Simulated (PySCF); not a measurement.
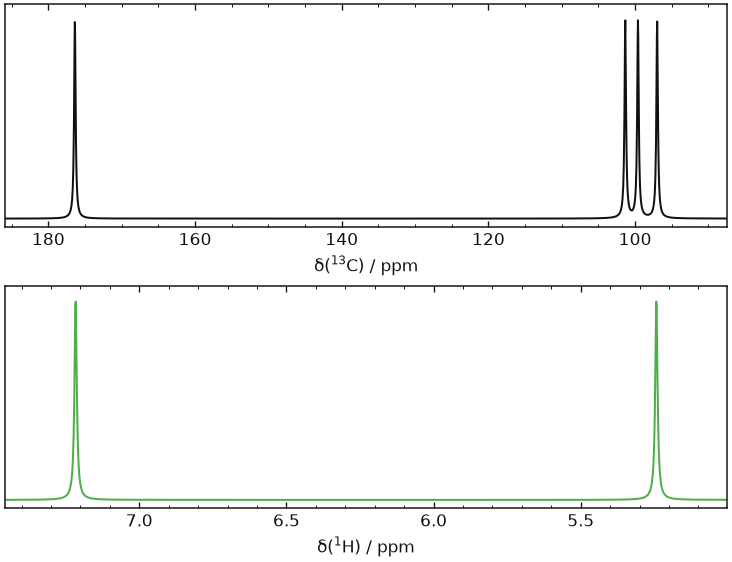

GIAO shifts, PBE0/pcSseg-1 with PySCF, at a GFN2-xTB geometry (no frequency check), against TMS for ¹³C and TMS for ¹H computed at the same level. Gas phase, fully decoupled, line heights follow the number of nuclei, widths are arbitrary (no quadrupolar broadening); values of one conformer, averaged over methyl-type rotors and exact or near symmetry.

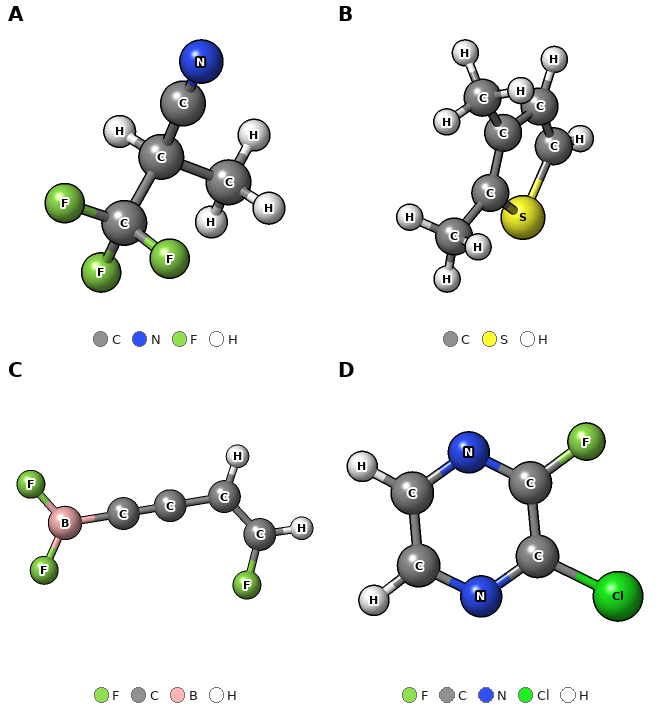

Question: Which molecule was computed? The candidates are drawn in the second picture.

Answer: Structure C, C₄H₂BF₃, SMILES F/C=C\C#CB(F)F. Its ¹³C signals: 176.4 (1 C), 101.3 (1 C), 99.6 (1 C), 97.0 (1 C) ppm. Its ¹H signals: 7.22 (1 H), 5.24 (1 H) ppm.

Caveats: the tight-binding geometry is rougher than a DFT one and adds to the error.
